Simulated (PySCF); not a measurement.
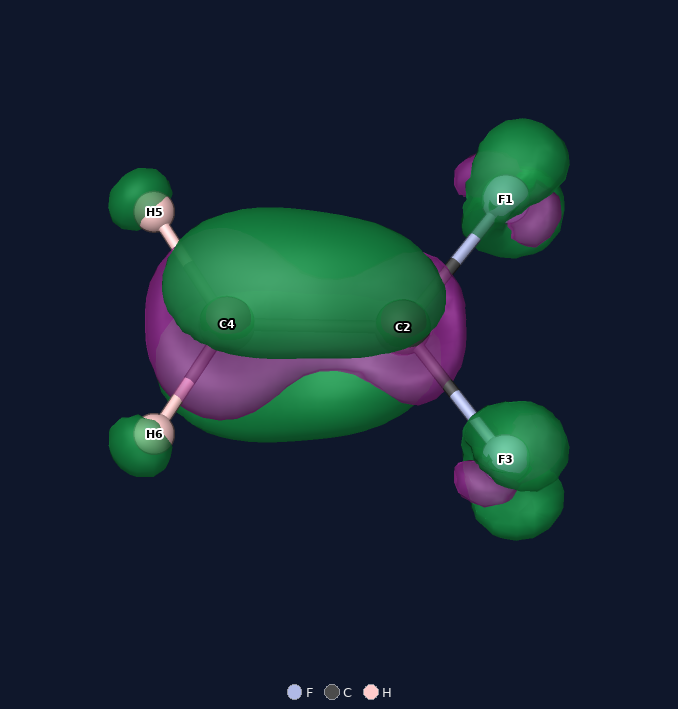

*C2H2F2, SMILES `FC(F)=C`. Fukui function f⁻ = ρ(N) − ρ(N−1) at fixed geometry, surfaces at ±0.06 e/Å³ (green positive, purple negative).*

Level of theory: PBE0/def2-TZVP (PySCF), at a geometry from GFN2-xTB. No frequency check shows the geometry to be a minimum.

Input script:

```python
import numpy as np
from pyscf import gto, scf, dft
from pyscf.scf import atom_ks, atom_hf
from scipy.linalg import block_diag

def solve(mol, dm0=None, hcore=None):
    mf = (dft.UKS if mol.spin else dft.RKS)(mol, xc='pbe0')
    mf.grids.level = 3
    mf = mf.density_fit(auxbasis='def2-universal-jkfit')
    mf.conv_tol, mf.max_cycle = 1e-8, 80
    if hcore is not None:
        mf.get_hcore = lambda *args: hcore
    mf.kernel(dm0)
    if not mf.converged:
        mf = mf.newton().run(mf.mo_coeff, mf.mo_occ, max_cycle=30)
    assert mf.converged, 'SCF not converged'
    return mf

mol = gto.M(atom='''
F     -0.69609    -1.08214     0.00000
C      0.06986     0.00016     0.00000
F     -0.69929     1.08045     0.00000
C      1.38185     0.00136     0.00000
H      1.92545    -0.92199     0.00000
H      1.92272     0.92804     0.00000
''', basis='def2-tzvp', charge=0, spin=0, verbose=4)
mf = solve(mol)
out = dict(e0=mf.e_tot, dm0=mf.make_rdm1(), c=mf.mo_coeff, occ=mf.mo_occ, eps=mf.mo_energy)
for name, dq, spin in [('cation', 1, 1)]:
    ion = mol.copy().set(charge=mol.charge + dq, spin=spin).build()
    mi = solve(ion)
    if spin and dq > 0 and mol.nao < 130:
        c, _, stable, _ = mi.stability(return_status=True)
        if not stable:
            mi = solve(ion, mi.make_rdm1(c, mi.mo_occ))
    print(name, 'vertical energy change / eV', (mi.e_tot - mf.e_tot) * 27.211386)
    out.update({'e_' + name: mi.e_tot, 'dm_' + name: mi.make_rdm1(), 's2_' + name: mi.spin_square()[0], 'eps_' + name: mi.mo_energy, 'occ_' + name: mi.mo_occ})
# spherically averaged free atoms, for the promolecule
atm = atom_ks.get_atm_nrks(mol, xc='pbe0')
pro = block_diag(*[(atm[a[0]][2] * atm[a[0]][3]) @ atm[a[0]][2].T for a in mol._atom])
np.savez('result.npz', pro=pro, **out)
```

Launched as:

```sh
OMP_NUM_THREADS=1 python input.py
```

The run took 12 s on 1 thread of Intel(R) Xeon(R) 6975P-C (Granite Rapids) (shared host), peak memory 0.53 GiB.

Partitions, critical points and surface values were worked out afterwards from this run's density.

Which atoms respond most to the removal of an electron?

Answer. f⁻ (Hirshfeld-condensed) is largest on C4 (0.31) and C2 (0.21); the vertical ionisation energy is 10.48 eV (the stability of the cation's solution wasn't checked). Condensed values hint at sites of electrophilic attack but needn't mark the atom that reacts. Orbital relaxation makes it negative in places (0.16 e in all).

| atom | f⁻ | charge |
| --- | --- | --- |
| F1 | +0.14 | −0.07 |
| C2 | +0.21 | +0.17 |
| F3 | +0.14 | −0.07 |
| C4 | +0.31 | −0.15 |
| H5 | +0.10 | +0.06 |
| H6 | +0.10 | +0.06 |
